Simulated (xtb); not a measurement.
Run report: CH₈NSi (charge +1), geometry relaxation (part 4 of 4)

CH₈NSi, charge +1; GFN2-xTB (xtb 6.7.1). The atoms were displaced at random from an optimised geometry.

Geometry of the input (Å):
```
C  -1.2994  0.7796  0.1569
Si -0.2845  -0.5939  -0.5774
N  1.2162  -0.3519  0.4623
H  -2.2779  0.7859  -0.8083
H  -0.9754  1.7550  -0.1141
H  -1.4890  0.5976  0.9037
H  -0.5525  -2.1084  -0.2596
H  0.5579  -0.3227  -1.7386
H  2.1741  -0.8890  0.1720
H  1.2232  -0.2226  1.6213
H  1.7841  0.5555  0.4870
```

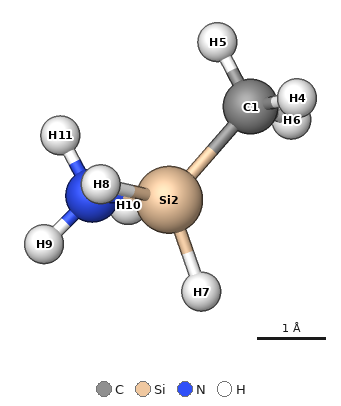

**Figure 1.** The geometry at step 15 of the log (ball-and-stick view, seen at a tilt; atoms are numbered from 1 in the order of the input).

Trajectory as extended XYZ, continued:
```
11
Properties=species:S:1:pos:R:3 step=11 energy=-284.57126
C    -1.3475    0.7625   -0.0254
Si   -0.1747   -0.5827   -0.6189
N     1.3797   -0.2863    0.5390
H    -2.2548    0.7708   -0.6265
H    -0.9114    1.7577   -0.0997
H    -1.6588    0.6117    1.0077
H    -0.4717   -1.9583   -0.2447
H     0.4795   -0.3967   -1.9070
H     2.1178   -0.9665    0.3504
H     1.1380   -0.3696    1.5268
H     1.7807    0.6424    0.4036
11
Properties=species:S:1:pos:R:3 step=12 energy=-284.57129
C    -1.3470    0.7623   -0.0258
Si   -0.1743   -0.5823   -0.6195
N     1.3801   -0.2879    0.5391
H    -2.2551    0.7694   -0.6246
H    -0.9121    1.7582   -0.1023
H    -1.6576    0.6141    1.0079
H    -0.4710   -1.9576   -0.2428
H     0.4792   -0.3962   -1.9081
H     2.1191   -0.9638    0.3488
H     1.1363   -0.3730    1.5276
H     1.7792    0.6417    0.4050
11
Properties=species:S:1:pos:R:3 step=13 energy=-284.57137
C    -1.3462    0.7620   -0.0256
Si   -0.1741   -0.5820   -0.6206
N     1.3798   -0.2880    0.5390
H    -2.2552    0.7699   -0.6230
H    -0.9135    1.7587   -0.1031
H    -1.6558    0.6135    1.0089
H    -0.4702   -1.9571   -0.2439
H     0.4784   -0.3965   -1.9091
H     2.1198   -0.9654    0.3524
H     1.1347   -0.3715    1.5263
H     1.7792    0.6414    0.4040
11
Properties=species:S:1:pos:R:3 step=14 energy=-284.57140
C    -1.3464    0.7621   -0.0255
Si   -0.1733   -0.5815   -0.6198
N     1.3800   -0.2882    0.5396
H    -2.2564    0.7667   -0.6218
H    -0.9147    1.7593   -0.1062
H    -1.6536    0.6153    1.0099
H    -0.4714   -1.9570   -0.2460
H     0.4778   -0.3954   -1.9094
H     2.1201   -0.9658    0.3530
H     1.1352   -0.3719    1.5268
H     1.7796    0.6412    0.4047
11
Properties=species:S:1:pos:R:3 step=15 energy=-284.57147
C    -1.3466    0.7625   -0.0256
Si   -0.1727   -0.5806   -0.6198
N     1.3794   -0.2893    0.5401
H    -2.2601    0.7600   -0.6170
H    -0.9178    1.7606   -0.1150
H    -1.6475    0.6212    1.0123
H    -0.4710   -1.9568   -0.2485
H     0.4798   -0.3914   -1.9077
H     2.1195   -0.9672    0.3529
H     1.1347   -0.3740    1.5273
H     1.7792    0.6400    0.4062
11
Properties=species:S:1:pos:R:3 step=16 energy=-284.57155
C    -1.3460    0.7629   -0.0256
Si   -0.1714   -0.5793   -0.6205
N     1.3784   -0.2913    0.5417
H    -2.2667    0.7479   -0.6060
H    -0.9246    1.7625   -0.1332
H    -1.6334    0.6334    1.0179
H    -0.4699   -1.9567   -0.2543
H     0.4812   -0.3859   -1.9080
H     2.1191   -0.9681    0.3537
H     1.1322   -0.3790    1.5284
H     1.7781    0.6385    0.4112
11
Properties=species:S:1:pos:R:3 step=17 energy=-284.57160
C    -1.3457    0.7628   -0.0262
Si   -0.1709   -0.5786   -0.6222
N     1.3774   -0.2918    0.5423
H    -2.2705    0.7432   -0.5989
H    -0.9274    1.7630   -0.1422
H    -1.6248    0.6382    1.0205
H    -0.4699   -1.9562   -0.2561
H     0.4836   -0.3847   -1.9085
H     2.1185   -0.9676    0.3535
H     1.1299   -0.3819    1.5285
H     1.7769    0.6386    0.4146
11
Properties=species:S:1:pos:R:3 step=18 energy=-284.57163
C    -1.3450    0.7632   -0.0266
Si   -0.1712   -0.5783   -0.6240
N     1.3764   -0.2920    0.5428
H    -2.2733    0.7400   -0.5934
H    -0.9300    1.7635   -0.1484
H    -1.6172    0.6418    1.0223
H    -0.4694   -1.9558   -0.2575
H     0.4851   -0.3852   -1.9098
H     2.1181   -0.9666    0.3531
H     1.1277   -0.3846    1.5286
H     1.7756    0.6391    0.4182
11
Properties=species:S:1:pos:R:3 step=19 energy=-284.57164
C    -1.3451    0.7632   -0.0269
Si   -0.1712   -0.5783   -0.6245
N     1.3765   -0.2919    0.5432
H    -2.2745    0.7388   -0.5916
H    -0.9309    1.7637   -0.1508
H    -1.6143    0.6429    1.0226
H    -0.4704   -1.9557   -0.2580
H     0.4857   -0.3854   -1.9099
H     2.1186   -0.9659    0.3528
H     1.1276   -0.3863    1.5286
H     1.7750    0.6398    0.4198
```

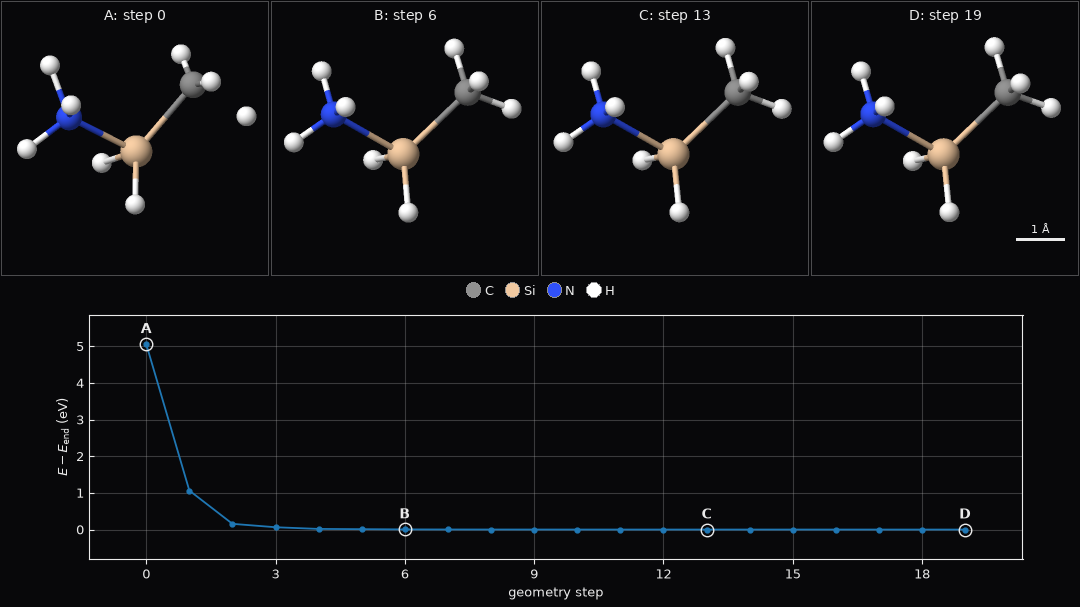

**Figure 2.** Frames of the relaxation (ball-and-stick view, seen at a tilt) above the curves, on which the letters mark them (steps are counted from 0).

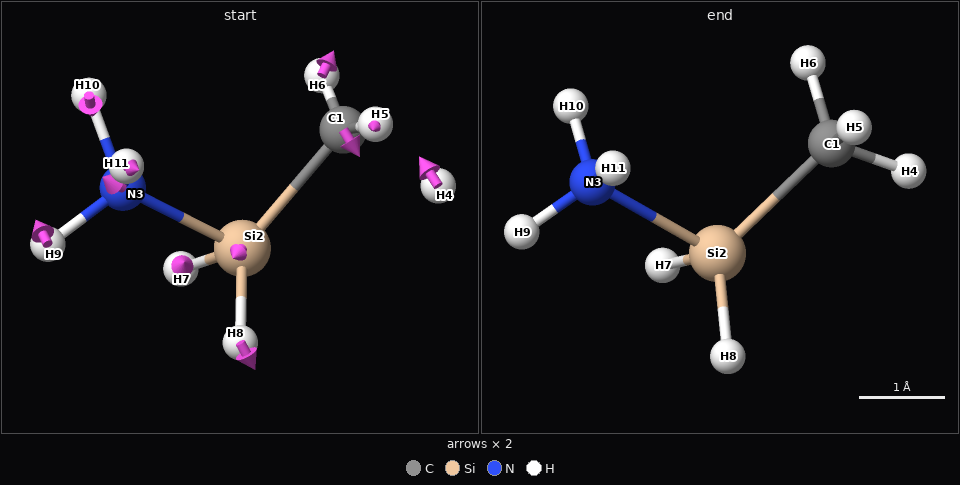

**Figure 3.** Before (left) and after (right) the relaxation, at one scale (ball-and-stick view, seen at a tilt). The pink arrows give the displacements, magnified 2 times. Over 19 geometry steps the energy falls by 5.059 eV. H4 moves most after the best rigid fit: 0.22 Å. Largest moves by element: H 0.22 Å, C 0.19 Å, N 0.19 Å, Si 0.12 Å. Among the contacts that change: C1–H6 0.792 → 1.090 Å, C1–H4 1.374 → 1.088 Å, N3–H10 1.166 → 1.021 Å, Si2–N3 1.842 → 1.960 Å. Among the angles that change: H10–N3–H11 83.1° → 107.2°, H9–N3–H11 87.7° → 107.2°, H5–C1–H6 121.6° → 107.7°. (Atoms are counted from 1 in the order of the input.)

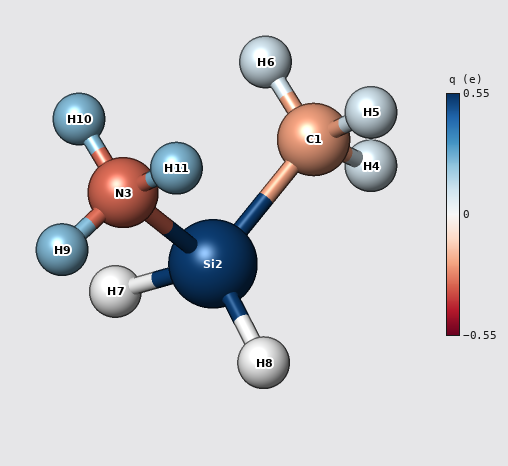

**Figure 4.** Mulliken charges, as the colour of each atom (ball-and-stick view, seen at a tilt; atoms are numbered from 1 in the order of the input). By element: C −0.22, Si +0.52, N −0.31 and H 0.00 to +0.24 e.
